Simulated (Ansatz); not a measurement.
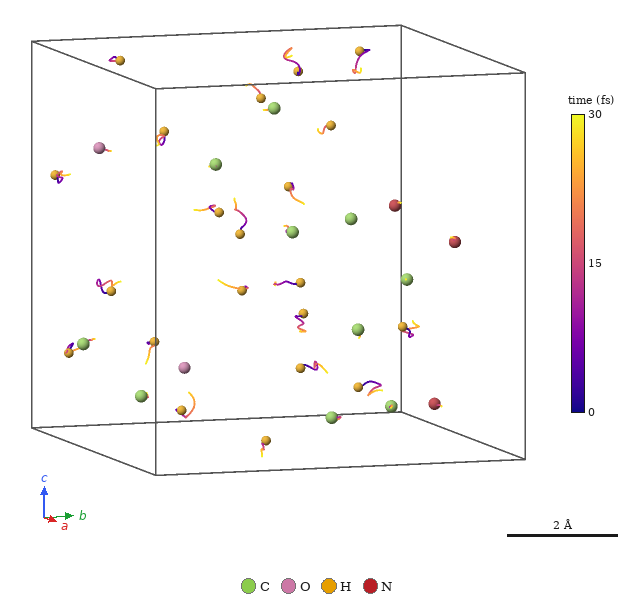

Molecular dynamics of a periodic cell with 2 CH3CH2OH + 3 CH3CN at 0.982 g/cm³, 30 fs long. It starts from the last geometry of an earlier run, with fresh velocities. Lines trace each atom's path, coloured by time; spheres stand at the starting positions. Seen slightly off an axis in the simulation cell.

The calculation used DFT r2SCAN-D3(BJ), scalar-relativistic, plane waves, PAW in Ansatz. Run with plane-wave cutoff 500 eV; k-point mesh 1 × 1 × 1; Fermi-Dirac smearing 0.02 eV; low-accuracy preset; Langevin thermostat (NVT); set temperature 700 K; time step 0.75 fs; friction 0.02 per fs.

### Describe the motion.

Root-mean-square distances from the starting positions over the second half, with the common drift of all atoms taken out: H 0.34 Å, N 0.17 Å, C 0.17 Å, O 0.14 Å. The heavy atoms stay within a fraction of a molecule's size of their starting places; so short a run doesn't tell a liquid from a solid. The mean temperature in the second half is 556 K (standard deviation 47 K). The potential energy is still drifting at the end, so the run hasn't reached equilibrium. The potential energy in the second half lies on average 14.1 meV per atom above the first frame.

Limits of the set-up: the program's low-accuracy preset was used; the periodic images lie only 7.1 Å apart, so the values are limited by the cell's size.

Cost: 7.9 min on 1 thread of Intel(R) Xeon(R) Platinum 8488C (Sapphire Rapids) (shared host), peak memory 0.78 GiB.
